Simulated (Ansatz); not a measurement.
# CH4ClInO: one molecule under many settings

How do the results and run time of CH4ClInO respond when the settings are drawn wide?

Computed with Ansatz 0.2.0, Gaussian basis. Level: the settings change from run to run.

## Step 1: The molecule

The structure was relaxed beforehand with PBE0-D4 in a triple-zeta def2 set. In takes a core potential in def2 sets; no spin-orbit term is included.

SMILES `[CH3][In]([OH])[Cl]`, 8 atoms, charge 0, spin multiplicity 1.

Atoms are counted from 1 here; the program's logs count them from 0.

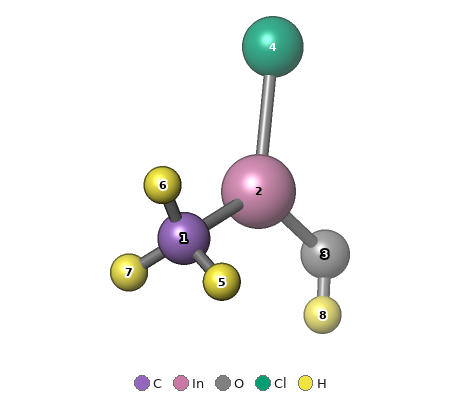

The structure; carbon purple, indium pink, oxygen grey, chlorine teal, hydrogen yellow; atoms are numbered from 1 in the order of the file.

## Step 2: wB97M-V/x2c-TZVPPall

Set apart from the defaults: finite nuclei, high accuracy.

in.yaml

```yaml
crystal:
  periodic: [false, false, false]
  atoms:
    - {symbol: C, position_ang: [-0.833041, 1.032146, -0.287220]}
    - {symbol: In, position_ang: [0.371291, -0.723100, -0.184716]}
    - {symbol: O, position_ang: [1.618191, -1.320046, 1.229958]}
    - {symbol: Cl, position_ang: [0.379756, -2.320194, -1.877445]}
    - {symbol: H, position_ang: [-0.213165, 1.913348, -0.123404]}
    - {symbol: H, position_ang: [-1.300939, 1.084189, -1.268415]}
    - {symbol: H, position_ang: [-1.601548, 0.988017, 0.484680]}
    - {symbol: H, position_ang: [1.671655, -0.711361, 1.970664]}
basis:
  gaussian: {orbitals: x2c-TZVPPall, nuclear_model: gaussian}
hamiltonian: {xc: {name: wB97M-V}}
accuracy: high
```

Launch:

```sh
> ansatz run in.yaml --threads 4 --pin off --events-out ev --progress --plain --max-ram 10444MiB
```

Log, shortened:

```text
Functional definition: wB97M-V
  name "wB97M-V"
  cite "Mardirossian & Head-Gordon, J. Chem. Phys. 144, 214110 (2016) doi:10.1063/1.4952647"
  cite "Becke, J. Chem. Phys. 107, 8554 (1997) doi:10.1063/1.475007"
  cite "Vydrov & Van Voorhis, J. Chem. Phys. 133, 244103 (2010) doi:10.1063/1.3521275"
  # Of w^i u^j: cxij and so on, Table III.
[...]
  gx(w, u) = 1 - cx + cx01*u + cx10*w
  gss(w, u) = css00 + css04*u^4 + css10*w + css20*w^2 + css43*w^4*u^3
  gos(w, u) = cos00 + cos10*w + (cos20 + cos21*u)*w^2 + (cos60 + cos61*u)*w^6
[...]
      + integral(e_c_pw_mod_opposite_spin*gos(b97_w_opposite, b97_u_opposite)) + vv10(b, c)
3828 factors; integrals over basis functions are off by at most 3.0e-8 eV
507 factors; integrals over basis functions are off by at most 2.4e-9 eV
[...]
mean field -175731.41532611 eV, -6458.0103982031 hartree, gradient 6.8e-8 eV, S^2 0.000000; 0 other end points of the search recorded, 0 dependent functions left out
reference -175731.41533162 eV, -6458.0103984055 hartree; 42, 42 occupied and 178, 178 virtual orbitals, 3828 factors
Total energy: -175731.41533162 eV, -6458.0103984055 hartree
Relativity: scalar
```

Wall time 19 s (4 threads of AMD EPYC 9R45, shared host); peak memory 1.9 GiB.

## Step 3: SVWN5/def2-TZVPP

Options: atoms shaken by 0.08 Å, a point charge of 1.00 e beside it, high accuracy.

in.yaml

```yaml
crystal:
  periodic: [false, false, false]
  atoms:
    - {symbol: C, position_ang: [-0.727397, 1.085566, -0.399140]}
    - {symbol: In, position_ang: [0.375891, -0.735550, -0.105078]}
    - {symbol: O, position_ang: [1.696710, -1.238256, 1.293736]}
    - {symbol: Cl, position_ang: [0.309243, -2.170737, -1.972133]}
    - {symbol: H, position_ang: [-0.140618, 1.880855, -0.137974]}
    - {symbol: H, position_ang: [-1.324557, 1.097209, -1.384387]}
    - {symbol: H, position_ang: [-1.648203, 1.144846, 0.568164]}
    - {symbol: H, position_ang: [1.649574, -0.842628, 1.994387]}
basis:
  gaussian: {orbitals: def2-TZVPP, point_charges: [{charge: 1.00, position_ang: [6.596, 0.755, -0.588]}]}
hamiltonian: {xc: {name: SVWN5}}
accuracy: high
```

Launched as before.

Log:

```text
Functional definition: SVWN5
  name "SVWN5"
  cite "Dirac, Proc. Camb. Phil. Soc. 26, 376 (1930) doi:10.1017/S0305004100016108"
  cite "Slater, Phys. Rev. 81, 385 (1951) doi:10.1103/PhysRev.81.385"
  cite "Vosko, Wilk & Nusair, Can. J. Phys. 58, 1200 (1980) doi:10.1139/p80-159"
  exchange = slater_x
  correlation = vwn5_c
3713 factors; integrals over basis functions are off by at most 2.0e-8 eV
mean field evaluation 1: about -20753.8943 eV, gradient 1.0e2 eV
mean field evaluation 2: about -20631.2946 eV, gradient 2.2e2 eV
mean field evaluation 4: about -20772.0475 eV, gradient 2.9e1 eV
mean field evaluation 8: about -20773.9535 eV, gradient 4.8e-1 eV
mean field evaluation 16: about -20773.9491 eV, gradient 9.6e-4 eV
mean field -20773.94906051 eV, -763.4285468855 hartree, gradient 4.4e-8 eV, S^2 0.000000; 0 other end points of the search recorded, 0 dependent functions left out
reference -20773.94906639 eV, -763.4285471015 hartree; 28, 28 occupied and 182, 182 virtual orbitals, 3713 factors
Total energy: -20773.94906639 eV, -763.4285471015 hartree
```

Run time: 2.7 s. Hardware: 4 threads of AMD EPYC 9R45, shared host; peak memory 1 GiB.

## Step 4: B3LYP5/def2-TZVPP

Set apart from the defaults: multiplicity 3, density fitting with def2-universal-jkfit.

in.yaml

```yaml
crystal:
  periodic: [false, false, false]
  atoms:
    - {symbol: C, position_ang: [-0.833041, 1.032146, -0.287220]}
    - {symbol: In, position_ang: [0.371291, -0.723100, -0.184716]}
    - {symbol: O, position_ang: [1.618191, -1.320046, 1.229958]}
    - {symbol: Cl, position_ang: [0.379756, -2.320194, -1.877445]}
    - {symbol: H, position_ang: [-0.213165, 1.913348, -0.123404]}
    - {symbol: H, position_ang: [-1.300939, 1.084189, -1.268415]}
    - {symbol: H, position_ang: [-1.601548, 0.988017, 0.484680]}
    - {symbol: H, position_ang: [1.671655, -0.711361, 1.970664]}
basis:
  gaussian: {orbitals: def2-TZVPP, fitting: {mean_field: def2-universal-jkfit}}
magnetization: {spin_polarized: true, initial_magnetization: 2}
hamiltonian: {xc: {name: B3LYP5}}
```

The command is unchanged.

Log, shortened:

```text
Functional definition: B3LYP5
  name "B3LYP5"
  cite "Stephens, Devlin, Chabalowski & Frisch, J. Phys. Chem. 98, 11623 (1994) doi:10.1021/j100096a001"
  cite "Becke, Phys. Rev. A 38, 3098 (1988) doi:10.1103/PhysRevA.38.3098"
  cite "Lee, Yang & Parr, Phys. Rev. B 37, 785 (1988) doi:10.1103/PhysRevB.37.785"
  cite "Vosko, Wilk & Nusair, Can. J. Phys. 58, 1200 (1980) doi:10.1139/p80-159"
[...]
570 factors; integrals over basis functions are off by at most 1.4e0 eV
[...]
mean field -20841.46998599 eV, -765.9098951296 hartree, gradient 1.5e-5 eV, S^2 2.008682; 6 other end points of the search recorded, 0 dependent functions left out
reference -20841.47028222 eV, -765.9099060157 hartree; 29, 27 occupied and 181, 183 virtual orbitals, 570 factors
Total energy: -20841.47028222 eV, -765.9099060157 hartree
```

Wall time 3.4 s (4 threads of AMD EPYC 9R45, shared host); peak memory 0.44 GiB.

⟨S²⟩ 2.009.

## Step 5: RPBE/def2-TZVPD

Options: multiplicity 3.

in.yaml, as its differences from that of step 4:

```diff
@@ -12,4 +12,5 @@
 basis:
-  gaussian: {orbitals: def2-TZVPP, fitting: {mean_field: def2-universal-jkfit}}
+  gaussian: {orbitals: def2-TZVPD}
 magnetization: {spin_polarized: true, initial_magnetization: 2}
-hamiltonian: {xc: {name: B3LYP5}}
+hamiltonian: {xc: {name: RPBE}}
+output: {forces: true}
```

Launched as before.

Log, shortened:

```text
Functional definition: RPBE
  name "RPBE"
  cite "Hammer, Hansen & Nørskov, Phys. Rev. B 59, 7413 (1999) doi:10.1103/PhysRevB.59.7413"
  cite "Perdew, Burke & Ernzerhof, Phys. Rev. Lett. 77, 3865 (1996) doi:10.1103/PhysRevLett.77.3865"
[...]
1273 factors; their error is unknown
[...]
mean field -20845.64025093 eV, -766.0631495392 hartree, gradient 1.0e-5 eV, S^2 2.004272; 10 other end points of the search recorded, 0 dependent functions left out
[...]
reference -20845.64033170 eV, -766.0631525074 hartree; 29, 27 occupied and 186, 188 virtual orbitals, 1273 factors
Total energy: -20845.64033170 eV, -766.0631525074 hartree
Atom 0 at    -0.833041     1.032146    -0.287220 Å, force    -1.945130     2.897247    -0.078301 eV/Å
Atom 1 at     0.371291    -0.723100    -0.184716 Å, force     0.306640    -0.891961    -0.466141 eV/Å
Atom 2 at     1.618191    -1.320046     1.229958 Å, force     1.182697    -0.803460     1.090323 eV/Å
Atom 3 at     0.379756    -2.320194    -1.877445 Å, force    -0.207893    -1.189453    -1.607416 eV/Å
Atom 4 at    -0.213165     1.913348    -0.123404 Å, force     0.538954     0.112803     0.091484 eV/Å
Atom 5 at    -1.300939     1.084189    -1.268415 Å, force    -0.012719    -0.299437    -0.506397 eV/Å
Atom 6 at    -1.601548     0.988017     0.484680 Å, force    -0.159982    -0.360279     0.411903 eV/Å
Atom 7 at     1.671655    -0.711361     1.970664 Å, force     0.297434     0.534540     1.064546 eV/Å
Dipole moment:    -0.296801     0.659181     0.220437 e Å
```

Wall time 5.5 s (4 threads of AMD EPYC 9R45, shared host); peak memory 0.49 GiB.

Largest force 3.491 eV/Å, dipole 3.63 D, ⟨S²⟩ 2.004.

## Step 6: PBEsol/def2-mTZVP

This run has density fitting with def2-universal-jkfit, relativity set to scalar.

in.yaml, as its differences from that of step 5:

```diff
@@ -12,5 +12,4 @@
 basis:
-  gaussian: {orbitals: def2-TZVPD}
-magnetization: {spin_polarized: true, initial_magnetization: 2}
-hamiltonian: {xc: {name: RPBE}}
+  gaussian: {orbitals: def2-mTZVP, fitting: {mean_field: def2-universal-jkfit}}
+hamiltonian: {xc: {name: PBEsol}, pseudopotentials: {relativity: scalar}}
 output: {forces: true}
```

The command is unchanged.

Log, shortened:

```text
Functional definition: PBEsol
  name "PBEsol"
  cite "Perdew et al., Phys. Rev. Lett. 100, 136406 (2008) doi:10.1103/PhysRevLett.100.136406"
  cite "Perdew, Burke & Ernzerhof, Phys. Rev. Lett. 77, 3865 (1996) doi:10.1103/PhysRevLett.77.3865"
  parent pbesol
[...]
570 factors; integrals over basis functions are off by at most 8.8e-1 eV
[...]
mean field -20839.58790826 eV, -765.8407300486 hartree, gradient 8.3e-5 eV, S^2 0.000000; 0 other end points of the search recorded, 0 dependent functions left out
[...]
reference -20839.58797151 eV, -765.8407323729 hartree; 28, 28 occupied and 85, 85 virtual orbitals, 570 factors
Total energy: -20839.58797151 eV, -765.8407323729 hartree
Relativity: scalar
Atom 0 at    -0.833041     1.032146    -0.287220 Å, force     0.126392    -0.194981     0.002890 eV/Å
Atom 1 at     0.371291    -0.723100    -0.184716 Å, force    -0.213245     0.259434    -0.075591 eV/Å
Atom 2 at     1.618191    -1.320046     1.229958 Å, force     0.259460    -0.752160    -0.378429 eV/Å
Atom 3 at     0.379756    -2.320194    -1.877445 Å, force     0.007874    -0.163899    -0.161760 eV/Å
Atom 4 at    -0.213165     1.913348    -0.123404 Å, force     0.180784     0.260835     0.044093 eV/Å
Atom 5 at    -1.300939     1.084189    -1.268415 Å, force    -0.147486     0.025207    -0.296184 eV/Å
Atom 6 at    -1.601548     0.988017     0.484680 Å, force    -0.230316    -0.010435     0.221326 eV/Å
Atom 7 at     1.671655    -0.711361     1.970664 Å, force     0.016537     0.575999     0.643656 eV/Å
Dipole moment:    -0.308813     0.807920     0.359335 e Å
```

Wall time 0.45 s (4 threads of AMD EPYC 9R45, shared host).

Largest force 0.881 eV/Å, dipole 4.50 D.

## Step 7: SVWN5/def2-TZVPD

in.yaml, as its differences from that of step 6:

```diff
@@ -12,4 +12,4 @@
 basis:
-  gaussian: {orbitals: def2-mTZVP, fitting: {mean_field: def2-universal-jkfit}}
-hamiltonian: {xc: {name: PBEsol}, pseudopotentials: {relativity: scalar}}
+  gaussian: {orbitals: def2-TZVPD}
+hamiltonian: {xc: {name: SVWN5}}
 output: {forces: true}
```

Same command.

Log, shortened:

```text
Functional definition: SVWN5
  name "SVWN5"
  cite "Dirac, Proc. Camb. Phil. Soc. 26, 376 (1930) doi:10.1017/S0305004100016108"
  cite "Slater, Phys. Rev. 81, 385 (1951) doi:10.1103/PhysRev.81.385"
  cite "Vosko, Wilk & Nusair, Can. J. Phys. 58, 1200 (1980) doi:10.1139/p80-159"
[...]
1273 factors; their error is unknown
[...]
mean field -20775.74123707 eV, -763.4944081592 hartree, gradient 2.3e-5 eV, S^2 0.000000; 0 other end points of the search recorded, 0 dependent functions left out
[...]
reference -20775.74130022 eV, -763.4944104797 hartree; 28, 28 occupied and 187, 187 virtual orbitals, 1273 factors
Total energy: -20775.74130022 eV, -763.4944104797 hartree
Atom 0 at    -0.833041     1.032146    -0.287220 Å, force     0.238053    -0.351829     0.011464 eV/Å
Atom 1 at     0.371291    -0.723100    -0.184716 Å, force    -0.087260     0.102545    -0.033592 eV/Å
Atom 2 at     1.618191    -1.320046     1.229958 Å, force    -0.109141    -0.463084    -0.675471 eV/Å
Atom 3 at     0.379756    -2.320194    -1.877445 Å, force     0.016076     0.150862     0.187428 eV/Å
Atom 4 at    -0.213165     1.913348    -0.123404 Å, force     0.211141     0.197567     0.053528 eV/Å
Atom 5 at    -1.300939     1.084189    -1.268415 Å, force    -0.103773    -0.037018    -0.286881 eV/Å
Atom 6 at    -1.601548     0.988017     0.484680 Å, force    -0.180216    -0.061971     0.222868 eV/Å
Atom 7 at     1.671655    -0.711361     1.970664 Å, force     0.015118     0.462927     0.520656 eV/Å
Dipole moment:    -0.325425     0.812734     0.335867 e Å
```

Wall time 0.75 s (4 threads of AMD EPYC 9R45, shared host); peak memory 0.29 GiB.

Largest force 0.826 eV/Å, dipole 4.50 D.

## Step 8: SPW92/def2-TZVPD

in.yaml, as its differences from that of step 7:

```diff
@@ -13,3 +13,3 @@
   gaussian: {orbitals: def2-TZVPD}
-hamiltonian: {xc: {name: SVWN5}}
+hamiltonian: {xc: {name: SPW92}}
 output: {forces: true}
```

The command is unchanged.

Log, shortened:

```text
Functional definition: SPW92
  name "SPW92"
  cite "Dirac, Proc. Camb. Phil. Soc. 26, 376 (1930) doi:10.1017/S0305004100016108"
  cite "Slater, Phys. Rev. 81, 385 (1951) doi:10.1103/PhysRev.81.385"
  cite "Perdew & Wang, Phys. Rev. B 45, 13244 (1992) doi:10.1103/PhysRevB.45.13244"
[...]
1273 factors; their error is unknown
[...]
mean field -20775.26240299 eV, -763.4768113313 hartree, gradient 2.3e-5 eV, S^2 0.000000; 0 other end points of the search recorded, 0 dependent functions left out
[...]
reference -20775.26246620 eV, -763.4768136541 hartree; 28, 28 occupied and 187, 187 virtual orbitals, 1273 factors
Total energy: -20775.26246620 eV, -763.4768136541 hartree
Atom 0 at    -0.833041     1.032146    -0.287220 Å, force     0.239189    -0.353457     0.011443 eV/Å
Atom 1 at     0.371291    -0.723100    -0.184716 Å, force    -0.088249     0.103657    -0.034040 eV/Å
Atom 2 at     1.618191    -1.320046     1.229958 Å, force    -0.105624    -0.470531    -0.677658 eV/Å
Atom 3 at     0.379756    -2.320194    -1.877445 Å, force     0.016144     0.147031     0.183448 eV/Å
Atom 4 at    -0.213165     1.913348    -0.123404 Å, force     0.215317     0.203680     0.054668 eV/Å
Atom 5 at    -1.300939     1.084189    -1.268415 Å, force    -0.107039    -0.036577    -0.293601 eV/Å
Atom 6 at    -1.601548     0.988017     0.484680 Å, force    -0.185519    -0.062178     0.228155 eV/Å
Atom 7 at     1.671655    -0.711361     1.970664 Å, force     0.015781     0.468374     0.527586 eV/Å
Dipole moment:    -0.325325     0.812569     0.335856 e Å
```

Wall time 0.75 s (4 threads of AMD EPYC 9R45, shared host); peak memory 0.29 GiB.

Largest force 0.832 eV/Å, dipole 4.50 D.

## Step 9: revPBE/def2-mTZVPP

Set apart from the defaults: relativity set to none, high accuracy.

in.yaml, as its differences from that of step 8:

```diff
@@ -12,4 +12,5 @@
 basis:
-  gaussian: {orbitals: def2-TZVPD}
-hamiltonian: {xc: {name: SPW92}}
+  gaussian: {orbitals: def2-mTZVPP}
+hamiltonian: {xc: {name: revPBE}, pseudopotentials: {relativity: none}}
+accuracy: high
 output: {forces: true}
```

Launched as before.

Log, shortened:

```text
Functional definition: revPBE
  name "revPBE"
  cite "Zhang & Yang, Phys. Rev. Lett. 80, 890 (1998) doi:10.1103/PhysRevLett.80.890"
  cite "Perdew, Burke & Ernzerhof, Phys. Rev. Lett. 77, 3865 (1996) doi:10.1103/PhysRevLett.77.3865"
[...]
2616 factors; integrals over basis functions are off by at most 1.5e-8 eV
[...]
mean field -20847.29349043 eV, -766.1239049701 hartree, gradient 8.3e-8 eV, S^2 0.000000; 0 other end points of the search recorded, 0 dependent functions left out
[...]
reference -20847.29349834 eV, -766.1239052608 hartree; 28, 28 occupied and 98, 98 virtual orbitals, 2616 factors
Total energy: -20847.29349834 eV, -766.1239052608 hartree
Atom 0 at    -0.833041     1.032146    -0.287220 Å, force    -0.135945     0.188667    -0.017289 eV/Å
Atom 1 at     0.371291    -0.723100    -0.184716 Å, force    -0.315314     0.332904    -0.166148 eV/Å
Atom 2 at     1.618191    -1.320046     1.229958 Å, force     0.618929    -0.745275     0.221711 eV/Å
Atom 3 at     0.379756    -2.320194    -1.877445 Å, force     0.003311    -0.470235    -0.496491 eV/Å
Atom 4 at    -0.213165     1.913348    -0.123404 Å, force     0.163069     0.245533     0.041409 eV/Å
Atom 5 at    -1.300939     1.084189    -1.268415 Å, force    -0.141882     0.033346    -0.273575 eV/Å
Atom 6 at    -1.601548     0.988017     0.484680 Å, force    -0.214417    -0.004129     0.205306 eV/Å
Atom 7 at     1.671655    -0.711361     1.970664 Å, force     0.022249     0.419190     0.485079 eV/Å
Dipole moment:    -0.297908     0.783344     0.350360 e Å
```

Run time: 2 s. Hardware: 4 threads of AMD EPYC 9R45, shared host; peak memory 0.41 GiB.

Largest force 0.994 eV/Å, dipole 4.36 D.

## Step 10: All runs side by side

```tsv
level	charge	multiplicity	geometry	functions	energy (eV)	time
wB97M-V/x2c-TZVPPall	0	1	relaxed	220	-175731.415	19 s
SVWN5/def2-TZVPP	0	1	shaken, point charge	210	-20773.949	2.7 s
B3LYP5/def2-TZVPP	0	3	relaxed	210	-20841.470	3.4 s
RPBE/def2-TZVPD	0	3	relaxed	215	-20845.640	5.5 s
PBEsol/def2-mTZVP	0	1	relaxed	113	-20839.588	0.45 s
SVWN5/def2-TZVPD	0	1	relaxed	215	-20775.741	0.75 s
SPW92/def2-TZVPD	0	1	relaxed	215	-20775.262	0.75 s
revPBE/def2-mTZVPP	0	1	relaxed	126	-20847.293	2 s
```

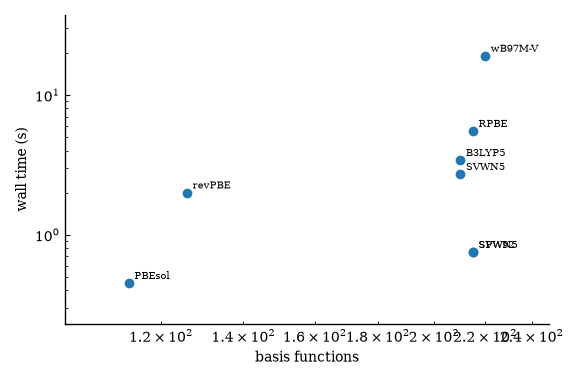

Wall time against the number of basis functions (shared host).

## Step 11: Summary of results

| quantity | value |
| --- | --- |
| runs | 8 |
| quickest | PBEsol/def2-mTZVP, 0.45 s |
| slowest | wB97M-V/x2c-TZVPPall, 19 s |
| spread of total energies, same state and geometry | 154956.2 eV |
| dipole, same state and geometry | 4.36 to 4.50 D |

**Reading.** wB97M-V/x2c-TZVPPall took 42 times as long as PBEsol/def2-mTZVP. The jobs differ in tasks and options as well as level. The totals spread over 154956 eV; they can't be compared across methods or bases. Some of these runs are scalar-relativistic and others not, which shifts the totals of all-electron atoms past neon by several eV an atom and more; core potentials, where a basis has them, take the core out of the total altogether. At the PBE0-D4/def2-TZVP geometry and in the same state, the sound runs without point charges leave forces up to 0.99 eV/Å (revPBE/def2-mTZVPP). At that geometry and state the dipole changes by 3 % between the lowest and highest value.
